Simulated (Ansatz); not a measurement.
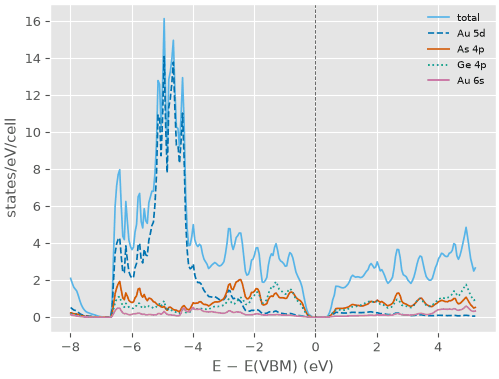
Fig. 1. Total and projected density of states of GeAsAu in space group C2 (No. 5; Ge on 4c, As on 4c, Au on 4c), r²SCAN (plane waves, PAW; program Ansatz)

Task: Which orbitals carry the states next to the gap?

Result: Top 1 eV of the valence band: As 4p 42 %, Ge 4p 41 %, Au 5d 5 %. Bottom 1 eV of the conduction band: As 4p 29 %, Ge 4p 24 %, Au 5d 14 %, Ge 4s 13 %, As 4s 8 %, outside the projected shells 9 %. Projections are on Löwdin-orthogonalised atomic valence shells; empty p or d shells of many metals are not among them.

Task: Where is the tallest occupied peak in this window, and what makes it?

Result: Near -4.9 eV, about 16 states/eV per cell; the largest projected share is Au 5d.

The workflow started from a Materials Project entry (that database holds measured and hypothetical structures alike); the Crystallography Open Database copy checked does not list it. With Ge and As taken as one species the cell has the higher symmetry C2/c, so it may be an ordered model of a mixed-site phase. Whether it is the stable phase at ambient conditions was not checked. The cell was relaxed with r²SCAN under the symmetry of its start; whether a distortion lowers the energy is not shown. Scalar-relativistic: spin–orbit coupling is off unless named, which matters more the heavier the elements.

Potentials: the later of the program's two PAW sets.
